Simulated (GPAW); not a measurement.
## MgS (Fm-3m): refractive index against wavelength

The refractive index of MgS (Fm-3m) below the direct gap (3.72 eV on the mesh) is read from one computed spectrum, n = √(Re ε).

It takes space group Fm-3m (No. 225, cubic). Conventional cell: a = 5.203 Å, b = 5.203 Å, c = 5.203 Å, α = 90.00°, β = 90.00°, γ = 90.00°. Around S on site b lie 6 Mg at 2.60 Å. Mg on site a has 6 S at 2.60 Å as nearest neighbours.

Method: GPAW 26.7.0, PBE, RPA, k-mesh 12×12×12, local fields up to 60 eV, Lorentzian half width 0.15 eV.

Launch of the response step: `OMP_NUM_THREADS=1 python df.py`. The run took 69 s, its band step included, on 1 thread of Arm Neoverse V1, with other jobs on the host.

```
wavelength (nm)  photon energy E (eV)       n
           1550                 0.800  2.2544
           1310                 0.946  2.2597
           1064                 1.165  2.2697
            850                 1.459  2.2867
            700                 1.771  2.3102
            633                 1.959       ?
            532                 2.331  2.3687
```

In the single-oscillator model n² − 1 = E₀E_d/(E₀² − E²), so 1/(n² − 1) = E₀/E_d − E²/(E₀E_d) is linear in E².

Working, on the rows shown:

| x = E² (eV²) | y = 1/(n² − 1) |
| --- | --- |
| 0.639837 | 0.244959 |
| 0.895757 | 0.243532 |
| 1.35784 | 0.240875 |
| 2.12762 | 0.236463 |
| 3.13716 | 0.230573 |
| 5.43137 | 0.216885 |

Means: x̄ = 2.2649, ȳ = 0.23555. Σ(x − x̄)(y − ȳ) = -0.09462, Σ(x − x̄)² = 16.14. Slope = -0.09462 / 16.14 = -0.005861; intercept = ȳ − slope · x̄ = 0.24882. Turned back into n, the line misses the rows shown by at most 0.00056.

Question: Fill in the last column of the withheld row.

Answer: At x = 3.8364 the line gives y = 0.22634, that is 2.3277. The run gave 2.3272, so the interpolation is off by 0.0005, 0.4 % of the range in the table.

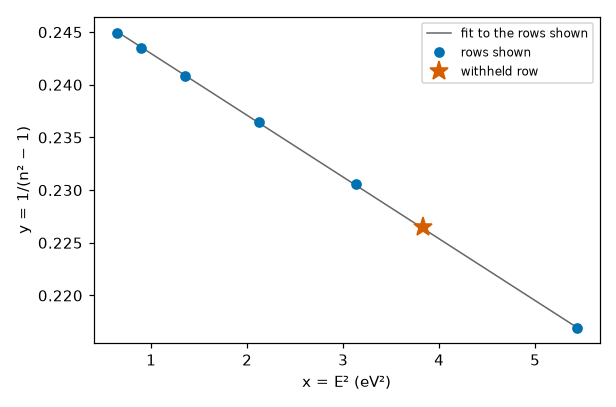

Refitted with all rows, the slope is -0.005852 and the intercept 0.24882. These give E₀ = √(intercept/−slope) = 6.52 eV and E_d = E₀/intercept = 26.2 eV; E₀ is 1.8 times the direct gap. The electronic limit at long wavelengths, without lattice vibrations, is n = √(1 + 1/intercept) = 2.240. Excitons are left out; PBE gaps are as a rule too small. The values come from a sum over the points of one k-mesh and carry its error, which grows as the direct gap shrinks.

[Logs are printed without paths, hosts, clocks, repeated set-up lines and the standing remarks that a program may print on its own settings, such as how far it seeks lower states.]
